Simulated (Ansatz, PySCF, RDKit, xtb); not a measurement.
# Which structure has the formula AlSnNH4?, part 2 of 2

Given the formula AlSnNH4 and nothing else, which arrangement of the atoms is the most stable in the gas at 298.15 K, and what are its properties?

xtb, Ansatz and PySCF; isolated molecules. Earlier steps stand in the parts before.

## 11. Free energies and the winner

Energies in kcal/mol from c129; G adds the thermal terms to the CCSD(T)/def2-TZVP energy.

| label | SMILES | spin | BLYP-D3(BJ)/def2-SVP | HF/def2-TZVP | MP2/def2-TZVP | CCSD(T)/def2-TZVP | G | share at equilibrium | T1 |
| --- | --- | --- | --- | --- | --- | --- | --- | --- | --- |
| c129 | [H]1[AlH2][NH][Sn]1 ‡ | singlet | 0.0 | 0.0 | 0.0 | 0.0 | 0.0 | 99.6 % | 0.022 |
| c565a | [AlH2][NH][SnH] | singlet | 4.5 | -2.4 | 4.8 | 4.7 | 3.3 | 0.4 % | 0.017 |
| c311 | [H]1[AlH][NH2][Sn]1 ‡ | singlet | 6.1 | 9.9 | 9.1 | 8.1 | 10.2 | < 0.1 % | 0.017 |

‡ marks the bonded skeleton alone, with all bonds drawn single: no Lewis structure was assigned that passes a check against the bond lengths.

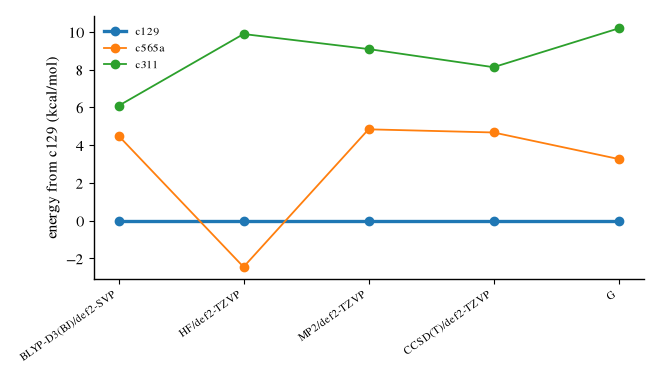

The finalists at each level, measured from c129.

Lowest found: c129, `[H]1[AlH2][NH][Sn]1` ‡, a singlet of point group Cs. Bond lengths: Al1–N2 1.883 Å, N2–Sn3 2.049 Å, Sn3–H4 1.973 Å, Al1–H5 1.599 Å, Al1–H6 1.599 Å, N2–H7 1.025 Å. Angles: Al1–N2–Sn3 99.1°, Al1–N2–H7 136.2°, Sn3–N2–H7 124.6°, N2–Al1–H5 117.0°, N2–Al1–H6 117.0°, N2–Sn3–H4 76.4°, H5–Al1–H6 121.3°. H4 bridges Al1 and Sn3 (1.885 and 1.973 Å).

```xyz
7

Al    0.2183   -0.4634   -0.9435
N     0.8052    0.6799    0.4324
Sn   -0.9998    1.4752    0.9869
H    -1.4684    0.2356   -0.4746
H     0.0993   -2.0191   -0.5947
H     0.4363    0.0365   -2.4465
H     1.7043    0.9198    0.8624
```

‡ marks the bonded skeleton alone, with all bonds drawn single: no Lewis structure was assigned that passes a check against the bond lengths.

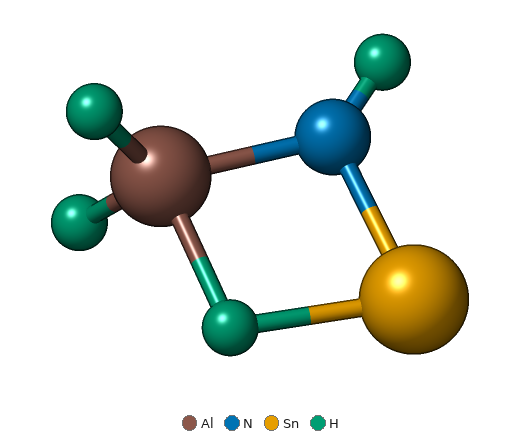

The lowest structure found, seen from a chosen angle (aluminium brown, nitrogen blue, tin amber, hydrogen teal).

## 12. Density, orbitals and dipole (PBE0/def2-TZVPD)

Contents of input.yaml:

```yaml
crystal:
  periodic: [false, false, false]
  atoms:
    - {symbol: Al, position_ang: [0.218321, -0.463364, -0.943540]}
    - {symbol: N, position_ang: [0.805169, 0.679926, 0.432436]}
    - {symbol: Sn, position_ang: [-0.999848, 1.475231, 0.986903]}
    - {symbol: H, position_ang: [-1.468382, 0.235556, -0.474576]}
    - {symbol: H, position_ang: [0.099313, -2.019141, -0.594739]}
    - {symbol: H, position_ang: [0.436264, 0.036475, -2.446511]}
    - {symbol: H, position_ang: [1.704311, 0.919766, 0.862387]}
basis:
  gaussian:
    orbitals: def2-TZVPD
hamiltonian:
  xc: pbe0
output:
  forces: true
  orbitals: {seedname: orbitals}
```

Launch:

```
$ ansatz run input.yaml --threads 1 --pin off --max-ram 2610MiB --events-out events.jsonl --progress --plain --runs-dir runs
```

Output (excerpt; [...] marks lines left out):

```text
Warning: RAYON_NUM_THREADS=1 ignored (pool sized by the plan → 1); use --threads N
Functional definition: PBE0
  name "PBE0"
[...]
1165 factors; their error is unknown
[...]
mean field -13980.17018412 eV, -513.7617781667 hartree, gradient 1.5e-5 eV, S^2 0.000000; 0 other end points of the search recorded, 0 dependent functions left out
[...]
reference -13980.17022401 eV, -513.7617796325 hartree; 23, 23 occupied and 149, 149 virtual orbitals, 1165 factors
[...]
Atom 2 at    -0.999848     1.475231     0.986903 Å, force     1.070722    -0.811694    -0.706270 eV/Å
Atom 3 at    -1.468382     0.235556    -0.474576 Å, force     0.043054     0.184230     0.212316 eV/Å
Atom 4 at     0.099313    -2.019141    -0.594739 Å, force    -0.010044     0.085266    -0.032395 eV/Å
Atom 5 at     0.436264     0.036475    -2.446511 Å, force    -0.030151    -0.037402     0.078164 eV/Å
Atom 6 at     1.704311     0.919766     0.862387 Å, force    -0.649417    -0.159019    -0.294828 eV/Å
Dipole moment:    -0.175080     0.573411     0.604713 e Å
```

Run time: 26 s. Hardware: 1 thread of Intel Xeon at 2.50GHz (Skylake/Cascade Lake), shared host.

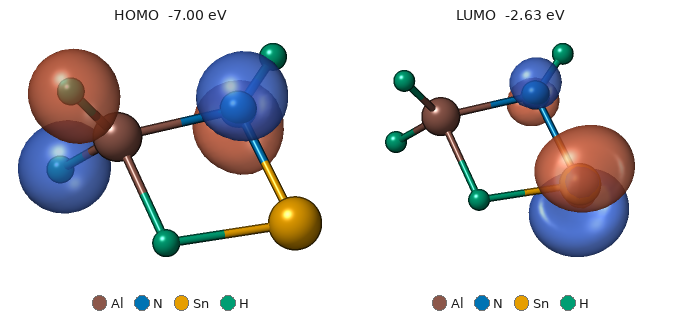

Frontier orbitals of this run, surfaces at ±0.2 Å^-3/2.

## 13. Frequencies after a tight-binding relaxation (GFN2-xTB)

Contents of start.xyz:

```xyz
7
c129
Al     0.218321    -0.463364    -0.943540
N      0.805169     0.679926     0.432436
Sn    -0.999848     1.475231     0.986903
H     -1.468382     0.235556    -0.474576
H      0.099313    -2.019141    -0.594739
H      0.436264     0.036475    -2.446511
H      1.704311     0.919766     0.862387
```

Launch:

```
$ xtb start.xyz --gfn 2 --ohess tight
```

Output (excerpt; [...] marks lines left out):

```text
[...]
         ::                     SUMMARY                     ::
         :::::::::::::::::::::::::::::::::::::::::::::::::::::
         :: total energy              -8.169400464858 Eh    ::
         :: gradient norm              0.000134948516 Eh/a0 ::
         :: HOMO-LUMO gap              2.606987088828 eV    ::
         ::.................................................::
         :: SCC energy                -8.214597890104 Eh    ::
         :: -> isotropic ES            0.037735131196 Eh    ::
         :: -> anisotropic ES          0.014118145323 Eh    ::
         :: -> anisotropic XC         -0.001636249404 Eh    ::
         :: -> dispersion             -0.004913647421 Eh    ::
         :: repulsion energy           0.045197425246 Eh    ::
         :: add. restraining           0.000000000000 Eh    ::
         :: total charge              -0.000000000000 e     ::
         :::::::::::::::::::::::::::::::::::::::::::::::::::::
[...]
          | TOTAL ENERGY               -8.169400464855 Eh   |
          | TOTAL ENTHALPY             -8.132089868315 Eh   |
          | TOTAL FREE ENERGY          -8.169334120056 Eh   |
          | GRADIENT NORM               0.000134999288 Eh/α |
[...]
```

Wall time 0.74 s (1 thread of Intel Xeon at 2.50GHz (Skylake/Cascade Lake), shared host).

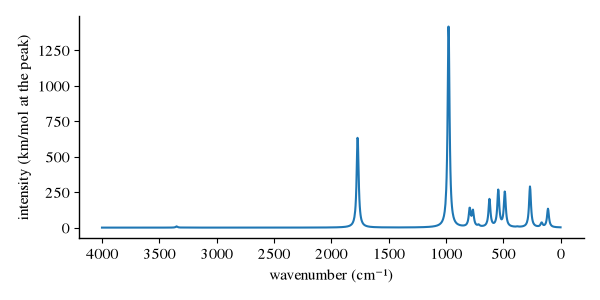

Harmonic infrared spectrum, unscaled, lines broadened by 10 cm⁻¹.

## 14. Electronic excitations (TD-B3LYP/def2-SVPD)

An in-house driver calls PySCF's response routines at TD-B3LYP/def2-SVPD; it has no typed input.

Output:

```text
coarse grid: 29392 points
cycle   1  E = -509.8454917107  dE = -1.908e+01  |g| = 3.200e+00  |ddm| = 1.325e+01
cycle   2  E = -432.0867629310  dE =  7.776e+01  |g| = 9.500e+00  |ddm| = 2.465e+01
cycle   3  E = -513.7069272534  dE = -8.162e+01  |g| = 7.616e-01  |ddm| = 2.192e+01
cycle   4  E = -511.9731807517  dE =  1.734e+00  |g| = 2.117e+00  |ddm| = 3.053e+00
cycle   5  E = -513.8549059812  dE = -1.882e+00  |g| = 2.581e-01  |ddm| = 2.343e+00
cycle   6  E = -513.8801262415  dE = -2.522e-02  |g| = 1.835e-01  |ddm| = 7.005e-01
cycle   7  E = -513.8886288180  dE = -8.503e-03  |g| = 4.665e-02  |ddm| = 2.212e-01
cycle   8  E = -513.8896110918  dE = -9.823e-04  |g| = 1.473e-02  |ddm| = 9.670e-02
cycle   9  E = -513.8896945601  dE = -8.347e-05  |g| = 4.517e-03  |ddm| = 3.413e-02
cycle  10  E = -513.8897020828  dE = -7.523e-06  |g| = 7.945e-04  |ddm| = 8.547e-03
final grid: 58416 points
cycle  11  E = -513.8896942456  dE =  7.046e-07  |g| = 1.868e-03  |ddm| = 3.360e-03
cycle  12  E = -513.8896881164  dE =  6.129e-06  |g| = 5.210e-03  |ddm| = 6.277e-03
cycle  13  E = -513.8896951177  dE = -7.001e-06  |g| = 1.474e-04  |ddm| = 4.772e-03
cycle  14  E = -513.8896951246  dE = -6.880e-09  |g| = 1.034e-05  |ddm| = 3.259e-04
cycle  15  E = -513.8896951247  dE = -3.968e-11  |g| = 2.110e-06  |ddm| = 1.916e-05
converged SCF energy = -513.8896951247

Static polarisability (au): isotropic 83.285, principal 67.678 72.421 109.757

Singlet excitations
state   eV       nm        f      main configurations
  1   3.4368    360.8   0.01528   H->L 0.95
  2   3.7702    328.9   0.02116   H-1->L 0.95
  3   4.2134    294.3   0.00720   H->L+1 0.88, H-3->L 0.08
  4   4.3859    282.7   0.00730   H-3->L 0.87, H->L+1 0.09
  5   4.6248    268.1   0.01332   H-2->L 0.82, H-1->L+1 0.10
  6   5.2509    236.1   0.07527   H-1->L+1 0.84, H-2->L 0.09
  7   5.4134    229.0   0.00031   H->L+2 0.64, H-2->L+1 0.34
  8   5.5661    222.7   0.00805   H-2->L+1 0.62, H->L+2 0.34

Triplet excitations (Tamm-Dancoff, eV): 2.4197 2.9999 3.9867
```

Wall time 23 s (1 thread of Intel Xeon at 2.50GHz (Skylake/Cascade Lake), shared host).

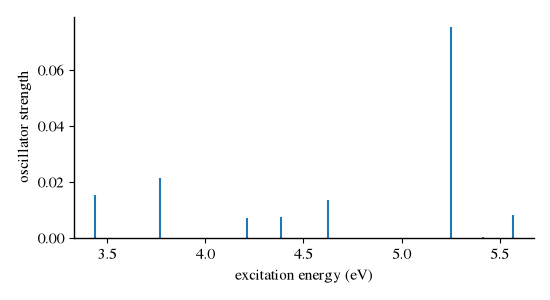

Vertical excitations as sticks.

The roots found:

| excited state | energy (eV) | strength |
| --- | --- | --- |
| 1 | 3.437 | 0.0153 |
| 2 | 3.770 | 0.0212 |
| 3 | 4.213 | 0.0072 |
| 4 | 4.386 | 0.0073 |
| 5 | 4.625 | 0.0133 |
| 6 | 5.251 | 0.0753 |
| 7 | 5.413 | 0.0003 |
| 8 | 5.566 | 0.0080 |

## 15. The cation at the same geometry (PBE0/def2-TZVPD)

Contents of input.yaml:

```yaml
crystal:
  periodic: [false, false, false]
  atoms:
    - symbol: Al
      position_ang: [0.218321, -0.463364, -0.943540]
    - symbol: N
      position_ang: [0.805169, 0.679926, 0.432436]
    - symbol: Sn
      position_ang: [-0.999848, 1.475231, 0.986903]
    - symbol: H
      position_ang: [-1.468382, 0.235556, -0.474576]
    - symbol: H
      position_ang: [0.099313, -2.019141, -0.594739]
    - symbol: H
      position_ang: [0.436264, 0.036475, -2.446511]
    - symbol: H
      position_ang: [1.704311, 0.919766, 0.862387]
basis:
  gaussian:
    orbitals: def2-TZVPD
total_charge: 1
magnetization:
  spin_polarized: true
  initial_magnetization: 1
hamiltonian:
  xc: pbe0
```

Launch:

```
$ ansatz run input.yaml --threads 1 --pin off --max-ram 2610MiB --events-out events.jsonl --progress --plain --runs-dir runs
```

Output (excerpt; [...] marks lines left out):

```text
Warning: RAYON_NUM_THREADS=1 ignored (pool sized by the plan → 1); use --threads N
Functional definition: PBE0
  name "PBE0"
[...]
1165 factors; their error is unknown
[...]
mean field -13971.45208074 eV, -513.4413937767 hartree, gradient 2.4e-5 eV, S^2 0.772226; 2 other end points of the search recorded, 0 dependent functions left out
reference -13971.45211641 eV, -513.4413950875 hartree; 23, 22 occupied and 149, 150 virtual orbitals, 1165 factors
Total energy: -13971.45211641 eV, -513.4413950875 hartree
```

It took 33 s on 1 thread of Intel Xeon at 2.50GHz (Skylake/Cascade Lake), shared host.

Difference from the parent: 8.72 eV.

## 16. The anion at the same geometry (PBE0/def2-TZVPD)

Contents of input.yaml:

```yaml
crystal:
  periodic: [false, false, false]
  atoms:
    - {symbol: Al, position_ang: [0.218321, -0.463364, -0.943540]}
    - {symbol: N, position_ang: [0.805169, 0.679926, 0.432436]}
    - {symbol: Sn, position_ang: [-0.999848, 1.475231, 0.986903]}
    - {symbol: H, position_ang: [-1.468382, 0.235556, -0.474576]}
    - {symbol: H, position_ang: [0.099313, -2.019141, -0.594739]}
    - {symbol: H, position_ang: [0.436264, 0.036475, -2.446511]}
    - {symbol: H, position_ang: [1.704311, 0.919766, 0.862387]}
basis:
  gaussian: {orbitals: def2-TZVPD}
total_charge: -1
magnetization: {spin_polarized: true, initial_magnetization: 1}
hamiltonian: {xc: pbe0}
scf: {lower_state_search: off}
```

Launch:

```
$ ansatz run input.yaml --threads 1 --pin off --max-ram 2610MiB --events-out events.jsonl --progress --plain --runs-dir runs
```

Output (excerpt; [...] marks lines left out):

```text
Warning: RAYON_NUM_THREADS=1 ignored (pool sized by the plan → 1); use --threads N
Functional definition: PBE0
  name "PBE0"
[...]
1165 factors; their error is unknown
[...]
mean field -13981.14430521 eV, -513.7975764566 hartree, gradient 3.1e-6 eV, S^2 0.755291; 0 other end points of the search recorded, 0 dependent functions left out
reference -13981.14434443 eV, -513.7975778978 hartree; 24, 23 occupied and 148, 149 virtual orbitals, 1165 factors
Total energy: -13981.14434443 eV, -513.7975778978 hartree
Checks for a lower state left out: stability, starts, cluster_reference, orbital_swaps, neighbouring_geometries, increment
```

It took 17 s on 1 thread of Intel Xeon at 2.50GHz (Skylake/Cascade Lake), shared host.

Parent less the species with the added electron: 0.97 eV.

## 17. The triplet at the same geometry (PBE0/def2-TZVPD)

Edit input.yaml of step 16 so:

```diff
@@ -11,6 +11,8 @@
 basis:
-  gaussian: {orbitals: def2-TZVPD}
-total_charge: -1
-magnetization: {spin_polarized: true, initial_magnetization: 1}
-hamiltonian: {xc: pbe0}
-scf: {lower_state_search: off}
+  gaussian:
+    orbitals: def2-TZVPD
+magnetization:
+  spin_polarized: true
+  initial_magnetization: 2
+hamiltonian:
+  xc: {name: PBE0}
```

Launch:

```
$ ansatz run input.yaml --threads 1 --pin off --max-ram 2610MiB --events-out events.jsonl --progress --plain --runs-dir runs
```

Output (excerpt; [...] marks lines left out):

```text
Warning: RAYON_NUM_THREADS=1 ignored (pool sized by the plan → 1); use --threads N
Functional definition: PBE0
  name "PBE0"
[...]
1165 factors; their error is unknown
[...]
mean field -13977.65709849 eV, -513.6694239734 hartree, gradient 7.2e-6 eV, S^2 2.011501; 2 other end points of the search recorded, 0 dependent functions left out
reference -13977.65713726 eV, -513.6694253978 hartree; 24, 22 occupied and 148, 150 virtual orbitals, 1165 factors
Total energy: -13977.65713726 eV, -513.6694253978 hartree
```

Wall time 76 s (1 thread of Intel Xeon at 2.50GHz (Skylake/Cascade Lake), shared host); peak memory 0.66 GiB.

It lies 2.51 eV above the singlet.

## 18. Stability of the closed-shell solution (PBE0/def2-SVP)

Contents of geometry.xyz:

```xyz
7

Al     0.218321    -0.463364    -0.943540
N      0.805169     0.679926     0.432436
Sn    -0.999848     1.475231     0.986903
H     -1.468382     0.235556    -0.474576
H      0.099313    -2.019141    -0.594739
H      0.436264     0.036475    -2.446511
H      1.704311     0.919766     0.862387
```

Contents of input.py:

```python
from pyscf import gto, dft

molecule = gto.M(
    atom='geometry.xyz',
    basis='def2-svp',
    verbose=3,
    ecp={'Sn': 'def2-svp'},
    max_memory=1860,
)

mf = dft.RKS(molecule, xc='pbe0')
mf = mf.density_fit(auxbasis='def2-universal-jkfit')
mf.max_cycle = 100
mf.grids.level = 3
mf.kernel()
if not mf.converged:
    mf = mf.newton().run(mf.mo_coeff, mf.mo_occ)

e_final = mf.e_tot
print('E = %.10f Eh' % e_final)
mo_i, mo_e, stable_i, stable_e = mf.stability(internal=True, external=True, return_status=True)
print('stable: internal', stable_i, 'external', stable_e)
```

Launch:

```
$ OMP_NUM_THREADS=1 python input.py
```

Output:

```text
converged SCF energy = -513.6008990526
E = -513.6008990526 Eh
<class 'pyscf.df.df_jk.DFRKS'> wavefunction is stable in the internal stability analysis
<class 'pyscf.df.df_jk.DFRKS'> wavefunction is stable in the real -> complex stability analysis
<class 'pyscf.df.df_jk.DFRKS'> wavefunction is stable in the RHF/RKS -> UHF/UKS stability analysis
stable: internal True external True
```

Run time: 2.1 min. Hardware: 1 thread of Intel Xeon at 2.50GHz (Skylake/Cascade Lake), shared host.

## 19. What came out

This closing draws on all 2 parts.

```
                                                       quantity                                                                     value
                                         lowest structure found                                             hydrogen-bridged, singlet, Cs
                                                  next finalist                        [AlH2][NH][SnH], singlet, 3.3 kcal/mol higher in G
                      share at equilibrium, among the finalists                                                                    99.6 %
                                                         funnel  41 starts, 26 minima at GFN2-xTB, 12 screening runs, 6 relaxed, 3 ranked
                                           CPU time of all runs                                                                    25 min
harmonic wavenumbers, lowest and highest (BLYP-D3(BJ)/def2-SVP)                                                         258 and 3491 cm⁻¹
                            rotational constants, same geometry                                              0.5563, 0.0712, 0.06503 cm⁻¹
                                dipole moment (PBE0/def2-TZVPD)                                                                    4.09 D
                                  HOMO energy (PBE0/def2-TZVPD)                                                                  -7.00 eV
                                  LUMO energy (PBE0/def2-TZVPD)                                                                  -2.63 eV
                                HOMO–LUMO gap (PBE0/def2-TZVPD)                                                                   4.37 eV
                         lowest excitation (TD-B3LYP/def2-SVPD)                                                       3.44 eV (f = 0.015)
                   strongest of the states computed, same level                                                       5.25 eV (f = 0.075)
            lowest triplet excitation, same level, Tamm-Dancoff                                                                   2.42 eV
                                     vertical ionisation energy                                                                   8.72 eV
                                     vertical electron affinity                                                                   0.97 eV
                                  vertical triplet less singlet                                                                  +2.51 eV
```

In words: The lowest structure found is a hydrogen-bridged structure, in which H4 bridges Al1 and Sn3 (1.885 and 1.973 Å). It came from a random start; the drawn patterns missed it. The margin, 3.3 kcal/mol, is modest. BLYP-D3(BJ)/def2-SVP and MP2/def2-TZVP already put its bonding pattern lowest among the structures in one piece; HF/def2-TZVP favours the singlet [AlH2][NH][SnH]. The largest share of the time went into the vibrations (20 %). A large T1 diagnostic among the finalists warns that one reference determinant may not suffice. It concerns: the winner. Spin-orbit coupling, which matters for elements this heavy, is left out. One minimum inside the window was never screened. Lowest found is not proven lowest: the search is finite, and each finalist counts with one conformer. Patterns outside the rules of the enumeration were met only by chance.
